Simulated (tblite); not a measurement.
Run report: C3H11AsSi, molecular dynamics (part 3 of 3)

C3H11AsSi; GFN2-xTB Langevin dynamics, gas phase (tblite 0.8.0). It belongs to a series of runs on one base structure; here: H on As replaced by iPr.

Geometry of the input (Å):
```
C  -1.6084  0.8608  0.4369
C  -0.9042  -0.4913  0.4162
C  -0.6629  -0.9595  -1.0114
As 0.7557  -0.3878  1.5425
Si 2.2043  0.6859  0.0740
H  -0.9885  1.6227  -0.0374
H  -2.5584  0.8163  -0.0963
H  -1.8071  1.1723  1.4645
H  -1.5582  -1.2236  0.9101
H  -0.1194  -1.9055  -1.0228
H  -1.6101  -1.1063  -1.5328
H  -0.0835  -0.2216  -1.5656
H  1.2505  -1.7570  1.1404
H  3.4701  0.9527  0.7698
H  2.5495  -0.0384  -1.1571
H  1.6631  1.9893  -0.3425
```

### Trajectory as extended XYZ, continued
```
16
Properties=species:S:1:pos:R:3:forces:R:3 step=29 time_fs=725.0 energy=-438.10926 temperature=230.7
C    -1.8283    1.0308    1.7912    1.0566  -1.4278  -0.6297
C    -1.4528   -0.3684    1.1036    0.2950   2.0783  -0.0007
C    -1.4624   -0.2418   -0.4427   -1.6270  -0.9072   1.5522
As    0.3475   -0.9772    1.6369    0.1710  -0.3030   0.2777
Si    1.6783    0.7594    0.8907    0.1041   0.2935   0.0782
H    -0.8740    1.5339    1.9923   -0.3845   0.0302   0.3830
H    -2.3561    1.7051    1.1179   -0.3982  -0.4136   0.2266
H    -2.3582    0.7726    2.7116    0.0233   0.6019  -0.2431
H    -2.1151   -1.1073    1.5405   -0.5387  -0.2256  -0.6331
H    -1.2034   -1.1847   -0.8644    0.5997  -0.7873  -0.4096
H    -2.4991   -0.1365   -0.7312   -0.2686   0.7378  -0.3815
H    -0.8144    0.5174   -0.8015    0.2687   0.6744  -0.1622
H     0.3732   -1.8212    0.3936    0.4155  -0.1289   0.0916
H     1.0392    2.0952    1.1483    0.3377  -0.3638   0.2081
H     2.8739    0.4883    1.7646   -0.2278   0.4414  -0.4749
H     2.0053    0.9774   -0.5336    0.1732  -0.3002   0.1174
16
Properties=species:S:1:pos:R:3:forces:R:3 step=30 time_fs=750.0 energy=-438.35438 temperature=298.5
C    -1.8018    0.9226    1.8531   -0.3992  -0.4458   0.1622
C    -1.4499   -0.3565    1.0914    0.7025   1.0590  -0.0838
C    -1.5654   -0.0509   -0.4082   -0.0570  -0.6154   0.7005
As    0.3736   -0.9752    1.6784   -0.0842   0.1092   0.6451
Si    1.6720    0.7606    0.9131   -0.1582  -0.0622  -0.1185
H    -1.0315    1.6481    1.6750    0.5036   0.4263   0.4763
H    -2.6860    1.3691    1.3718   -0.1089  -0.2904   0.7044
H    -1.9530    0.6636    2.9358    0.0851   0.7058  -0.9414
H    -2.1080   -1.0955    1.4986   -0.7786  -0.7657  -0.4968
H    -1.4948   -0.9952   -0.9169    0.2212  -0.3887  -0.5940
H    -2.5632    0.3458   -0.6342    0.4485   0.2547  -0.0529
H    -0.7283    0.6002   -0.7113   -0.6839  -0.1030  -0.0026
H     0.7916   -1.8335    0.5302   -0.2222  -0.0634  -0.3100
H     1.2488    2.1461    1.0359   -0.1913   0.2156   0.1931
H     2.9599    0.6299    1.5262    0.6573   0.0198   0.4740
H     1.9923    0.6395   -0.4837    0.0652  -0.0560  -0.7556
16
Properties=species:S:1:pos:R:3:forces:R:3 step=31 time_fs=775.0 energy=-438.22734 temperature=224.8
C    -1.7833    0.8638    1.9905   -1.1205  -1.0239  -0.0022
C    -1.4747   -0.2798    1.0258    1.0238  -0.3746   1.2794
C    -1.5860    0.1120   -0.4308    1.7942   0.2044  -0.6047
As    0.3467   -0.9948    1.7389   -0.2730   0.2434  -1.4301
Si    1.7319    0.7574    0.8954   -0.2101   0.0233  -0.3903
H    -1.3311    1.6869    1.5610    0.9024   2.0454  -0.4473
H    -2.8665    1.0402    2.0097    0.1874   0.0392   0.2858
H    -1.3881    0.7096    3.0036   -0.2856  -0.0945  -0.2259
H    -2.1732   -1.0643    1.2681   -0.3672  -0.6127  -0.1776
H    -1.6923   -0.7944   -1.0896    0.4207   0.9531   0.5657
H    -2.4622    0.7178   -0.5584   -0.4176   0.3124  -0.2040
H    -0.6493    0.7728   -0.7388   -1.7712  -1.3932   0.3592
H     0.4971   -1.8261    0.4481    0.2227   0.0640   0.3878
H     1.0054    2.0582    1.0927    0.2867  -0.3641  -0.1704
H     2.9829    0.9016    1.6570   -0.0707  -0.0917   0.0146
H     2.1706    0.6496   -0.5615   -0.3220   0.0694   0.7599
16
Properties=species:S:1:pos:R:3:forces:R:3 step=32 time_fs=800.0 energy=-438.19514 temperature=322.8
C    -1.7866    0.9613    2.0969    0.5172  -0.2892  -1.5457
C    -1.4419   -0.2057    1.0958   -0.0245  -1.1594   2.5254
C    -1.5030    0.2669   -0.2822    0.4824   2.1965  -1.0125
As    0.2869   -0.9983    1.6848    0.4370  -0.0351   0.3675
Si    1.6987    0.7075    0.9234   -0.3898  -0.4751   1.7112
H    -1.4075    1.8828    1.6211   -0.5788  -0.1649   0.3885
H    -2.8521    0.9550    2.2710   -0.2128   0.4593  -0.1344
H    -1.3031    0.8909    3.0495    0.3948  -0.3653   0.5503
H    -2.2143   -0.9839    1.2765    0.2323   0.1347  -0.1952
H    -1.5457   -0.4350   -1.1037    0.1483  -0.3046   0.1705
H    -2.3850    0.8789   -0.2670   -0.8543   0.2993  -0.8357
H    -0.6802    1.0233   -0.4465   -0.4779  -0.8874  -0.1948
H     0.5570   -2.0119    0.5887   -0.1806   0.2308  -0.2155
H     0.9810    1.9632    1.0952   -0.0090   0.3126  -0.0586
H     2.7578    0.7246    1.9667   -0.0142   0.0896  -0.3372
H     2.2373    0.6407   -0.3741    0.5300  -0.0417  -1.1838
16
Properties=species:S:1:pos:R:3:forces:R:3 step=33 time_fs=825.0 energy=-438.24075 temperature=340.9
C    -1.7679    1.0317    2.2496    0.6272   1.1102  -1.3016
C    -1.4924   -0.0334    1.1903    0.2229  -1.5207   0.7586
C    -1.4503    0.4727   -0.2385   -2.0175   0.1975   0.7687
As    0.2618   -1.0130    1.6397   -0.9962  -0.2781  -0.7404
Si    1.6205    0.7077    1.0226    0.9001   0.5314  -0.5569
H    -1.2049    1.9803    1.9494   -1.1334  -0.9514   0.4438
H    -2.8364    1.1091    2.2979   -0.5396   0.9693  -0.1776
H    -1.4906    0.8203    3.2595    0.6441  -0.6244   0.5285
H    -2.3412   -0.7842    1.2739    0.8973   0.4422  -0.1473
H    -1.2245   -0.3040   -0.9441   -0.1395  -0.3127  -0.2560
H    -2.4299    0.9487   -0.4317    0.0597  -0.5355  -0.3406
H    -0.7934    1.2715   -0.3612    1.5207   1.1191  -0.1016
H     0.2653   -1.6040    0.1817    0.1875   0.0625   0.7069
H     1.2124    2.1307    0.9695   -0.2245  -0.2298  -0.0257
H     2.7574    0.8089    1.9401    0.1292  -0.1226   0.1251
H     2.2103    0.4290   -0.3220   -0.1379   0.1429   0.3161
16
Properties=species:S:1:pos:R:3:forces:R:3 step=34 time_fs=850.0 energy=-438.30550 temperature=410.5
C    -1.7259    1.0160    2.3082   -1.1674   0.2368   1.9188
C    -1.4881    0.0419    1.2387   -0.9603  -2.1934  -1.1512
C    -1.5127    0.6585   -0.1679    0.9016  -0.8236   0.5645
As    0.2245   -1.0312    1.5848   -0.0698   0.7505   0.3702
Si    1.6660    0.7366    1.0433    0.5583   0.3749  -0.6819
H    -0.9201    1.6984    2.3277    0.6134   1.1749   0.0524
H    -2.7058    1.5256    2.2412    0.5186   0.0012  -0.3319
H    -1.7543    0.5618    3.3253    0.1321  -0.1383  -0.5116
H    -2.3046   -0.7329    1.3002    0.4281   0.3393  -0.1629
H    -0.9594   -0.0737   -0.7881   -0.6497   0.6453  -0.3198
H    -2.4626    0.9707   -0.5740   -0.4083  -0.5240   0.0500
H    -0.9484    1.5571   -0.0811    0.6925   0.7156  -0.3186
H     0.3800   -1.6740    0.2465   -0.1772   0.0123  -0.2861
H     0.9894    2.0920    1.0490    0.3656  -0.5490   0.0545
H     2.7878    0.7995    2.0029   -0.1837   0.0248   0.0144
H     2.4050    0.6884   -0.3067   -0.5938  -0.0474   0.7392
16
Properties=species:S:1:pos:R:3:forces:R:3 step=35 time_fs=875.0 energy=-438.11661 temperature=310.5
C    -1.6292    0.9883    2.3503   -0.9106   0.3152   1.5857
C    -1.4357   -0.0542    1.2632   -1.6572   1.5946  -1.8387
C    -1.5332    0.7225   -0.1424    0.7249  -0.2684   1.2145
As    0.1875   -1.0361    1.5074    1.3236  -0.3926   0.1346
Si    1.6360    0.7660    0.9980   -0.5190  -0.9100   0.7102
H    -0.6861    1.4358    2.6089    0.5622   0.3829  -0.1024
H    -2.3208    1.8599    2.1102    0.5483  -1.3839   0.1263
H    -1.9446    0.5312    3.3456   -0.0759   0.3376  -1.2195
H    -2.2579   -0.7759    1.2876   -0.2199   0.0251  -0.0026
H    -1.0833    0.0515   -0.9196   -0.3570   0.9401   0.4549
H    -2.5735    0.9814   -0.4131    0.5801  -0.2585   0.2212
H    -0.9601    1.6925    0.0271   -0.6135  -1.3255  -0.7654
H     0.1923   -1.7934    0.1644   -0.0418   0.3852   0.1474
H     0.9627    2.0211    1.1835   -0.3095   0.6744   0.0502
H     2.5683    0.7701    2.1148    0.4506  -0.0362   0.0478
H     2.2041    0.8644   -0.3019    0.5147  -0.0799  -0.7643
16
Properties=species:S:1:pos:R:3:forces:R:3 step=36 time_fs=900.0 energy=-438.05222 temperature=306.0
C    -1.5689    0.9886    2.4741    0.2275   0.0344   1.0811
C    -1.5281    0.0368    1.2593    1.8529   2.7044  -1.4214
C    -1.5612    0.7561   -0.1839   -1.5004  -1.1353   1.2806
As    0.1919   -1.0459    1.4139   -0.8052  -0.0939   0.0192
Si    1.5742    0.7136    0.9586    0.8112   0.9790  -0.6889
H    -0.5735    1.2729    2.8700    0.0026  -0.1807  -0.5972
H    -2.0745    1.9938    2.4079   -0.1155  -1.4237  -0.2893
H    -1.9516    0.3546    3.3132   -0.3082   0.8015  -0.4901
H    -2.3925   -0.5463    1.2400   -1.2496  -1.1811   0.2398
H    -1.5006   -0.0781   -0.8874    0.5559   0.2973  -0.2006
H    -2.5885    1.1333   -0.3672    0.4982   0.1979   0.3591
H    -0.8567    1.5529   -0.3560    0.2063  -0.1777   0.0681
H     0.1818   -1.4123   -0.0515   -0.0031  -0.1780   0.1030
H     1.0102    2.1402    0.9813    0.3625  -0.8698   0.0618
H     2.8158    0.7153    1.7648   -0.2612   0.0353   0.1313
H     2.1611    0.5115   -0.4117   -0.2740   0.1903   0.3437
16
Properties=species:S:1:pos:R:3:forces:R:3 step=37 time_fs=925.0 energy=-438.17342 temperature=351.9
C    -1.4335    1.1053    2.4053    0.0385  -0.0650   1.0374
C    -1.5236    0.0868    1.2865    1.4247   0.8979  -1.1917
C    -1.6583    0.7374   -0.0838   -1.6423  -0.4073   0.5047
As    0.1725   -1.0642    1.3379   -0.2378   0.1364   0.3956
Si    1.5971    0.7217    0.8685    0.8618  -0.4867   0.1864
H    -0.5024    1.6401    2.6730   -0.1205  -0.4309  -0.8825
H    -2.1994    1.8776    2.3200   -0.1314  -0.2297   0.0630
H    -1.6058    0.4625    3.2611   -0.3847   0.3286   0.7697
H    -2.4110   -0.4792    1.4492   -0.6081  -0.7317   0.2634
H    -1.9654    0.0156   -0.7998    0.2634  -1.0834  -0.8193
H    -2.4878    1.4329   -0.1701   -0.1014   0.5659   0.5963
H    -0.7810    1.2093   -0.3714    1.4557   0.8713  -0.6358
H     0.1510   -1.6913   -0.0482   -0.1723   0.3335  -0.0119
H     0.9812    2.0118    0.9548   -0.4166   0.6937  -0.1705
H     2.5764    0.8877    1.9934   -0.1231  -0.3068  -0.3705
H     2.3178    0.7016   -0.4278   -0.1058  -0.0857   0.2658
16
Properties=species:S:1:pos:R:3:forces:R:3 step=38 time_fs=950.0 energy=-438.15037 temperature=349.5
C    -1.3754    1.2687    2.3639   -0.4428   0.3122  -2.2814
C    -1.4786    0.0932    1.3497   -1.2817   1.6488  -0.4633
C    -1.8335    0.7546   -0.0404    0.6327   0.8621   0.7601
As    0.1235   -1.0375    1.3161    0.4858   0.4574  -0.3910
Si    1.6231    0.7418    0.7956   -0.8248   0.1046   0.5440
H    -0.5223    1.8962    2.1506    0.3378   0.0469  -0.2765
H    -2.2359    1.9212    2.2331   -0.2600  -0.0568   0.1362
H    -1.2974    1.0189    3.3583    0.0119  -1.0479   2.1698
H    -2.3407   -0.5582    1.6003    0.2167   0.3317   0.1738
H    -2.3490    0.1391   -0.7044   -0.4542  -1.9119  -0.9403
H    -2.5551    1.5951   -0.0418    0.6333   0.0390   0.9024
H    -0.9276    1.0900   -0.5608   -0.1581   0.0750   0.2615
H    -0.1758   -1.3312   -0.1209    0.2261  -0.2911  -0.1616
H     1.0077    2.1023    0.6029    0.2175  -0.4366   0.1558
H     2.5187    0.7936    1.9469    0.1578   0.1519   0.1432
H     2.4204    0.6381   -0.3806    0.5022  -0.2853  -0.7326
16
Properties=species:S:1:pos:R:3:forces:R:3 step=39 time_fs=975.0 energy=-438.27984 temperature=406.6
C    -1.3529    1.3849    2.4034   -0.1754  -0.5990  -0.3416
C    -1.5811    0.2891    1.3602   -0.8830  -2.0307  -0.2118
C    -1.9711    0.7413   -0.0459    0.6024  -0.3441  -1.2059
As    0.0865   -0.9858    1.2935   -0.6811   0.4548   0.4072
Si    1.5878    0.6752    0.7975    0.8705  -0.1526  -1.3229
H    -0.7217    2.0965    1.9196    0.5529   0.6730   0.0051
H    -2.2637    1.8875    2.6825   -0.4945   0.1040  -0.0293
H    -0.8891    1.0461    3.3421   -0.0267  -0.2136  -0.4535
H    -2.4377   -0.4225    1.6304    0.8731   0.8511   0.3239
H    -2.3087   -0.0887   -0.7236    0.3541   0.1717   0.9334
H    -2.7879    1.4418   -0.1141   -0.1816   0.4614   0.4817
H    -1.1103    1.1635   -0.5916   -0.2039   0.1742   0.3283
H     0.0599   -1.4004   -0.1623   -0.2754   0.1533   0.0798
H     1.0567    1.9865    0.3437    0.1185  -0.2267   0.0981
H     2.6610    0.9505    1.7497   -0.0739   0.0262   0.2257
H     2.3474    0.0979   -0.4213   -0.3760   0.4969   0.6818
16
Properties=species:S:1:pos:R:3:forces:R:3 step=40 time_fs=1000.0 energy=-437.88616 temperature=217.7
C    -1.3517    1.3851    2.3117    0.0722   0.1819   2.7165
C    -1.6120    0.3145    1.3404   -0.6859  -3.8889   0.6399
C    -2.0411    0.6990    0.0082    1.7465   0.1290  -3.4176
As    0.0058   -0.8967    1.2864   -0.1162  -0.4941  -0.6420
Si    1.6793    0.6061    0.7028   -0.7094   0.2095   0.5434
H    -0.9166    2.2468    1.7872   -0.5915   0.0152   0.6414
H    -2.2887    1.5133    2.9514    1.1365   0.8598  -1.0286
H    -0.5786    1.0360    3.1102   -0.8919   0.5266  -1.1739
H    -2.4958   -0.3724    1.6639    1.2848   0.6763   0.3010
H    -2.1439   -0.1294   -0.8001    0.1087   0.8815   1.5946
H    -2.9314    1.2269    0.0323   -1.8683   1.0087  -0.0460
H    -1.2709    1.3807   -0.4132   -0.3231  -0.1163  -0.0921
H    -0.2704   -1.3120   -0.1787    0.2146  -0.0541   0.4284
H     1.0651    1.8875    0.3830   -0.0240   0.3298  -0.3231
H     2.3295    0.9287    1.9656    0.3345  -0.0241   0.2552
H     2.6769    0.3264   -0.2890    0.3125  -0.2407  -0.3970
```

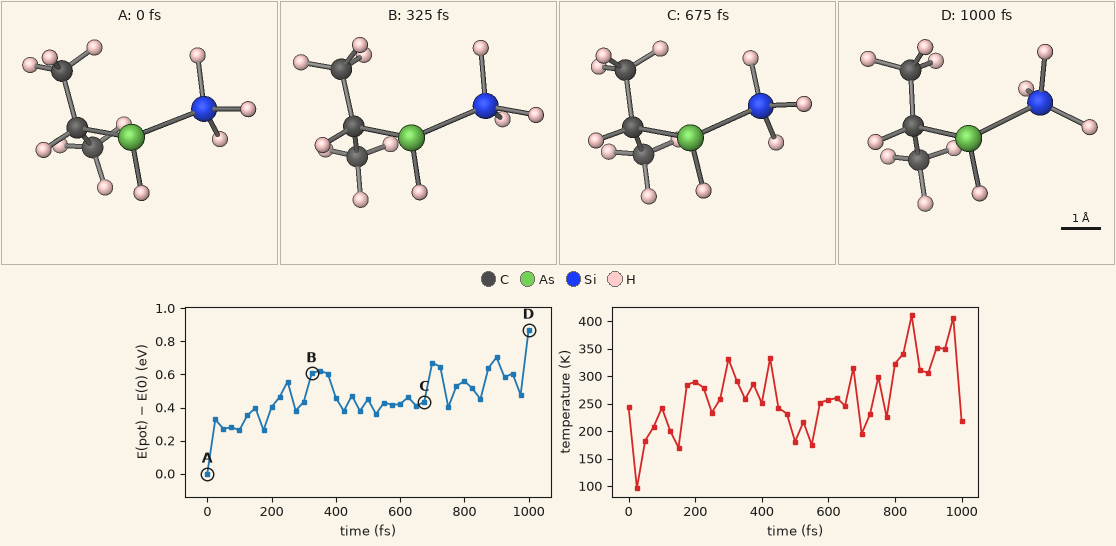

*Frames of the molecular dynamics (ball-and-stick, seen at a tilt) above the curves, on which the letters mark them.*

The trajectory kept here has 41 frames over 1000 fs. The temperature starts at 244 K, ranges from 96 to 410 K and averages 279 K over the second half. The potential energy ends 0.870 eV above its first value. After an unweighted best fit of the last frame on the first, the root-mean-square displacement is 1.24 Å, and H15 has moved furthest (3.12 Å).

### Key numbers

```json
{"quantity": "outcome", "value": "finished"}
{"quantity": "mean temperature over the second half", "value": "279 K"}
{"quantity": "trajectory", "value": "41 frames kept, 1000 fs"}
{"quantity": "wall time", "value": "38 s"}
{"quantity": "peak memory", "value": "0.18 GiB"}
```
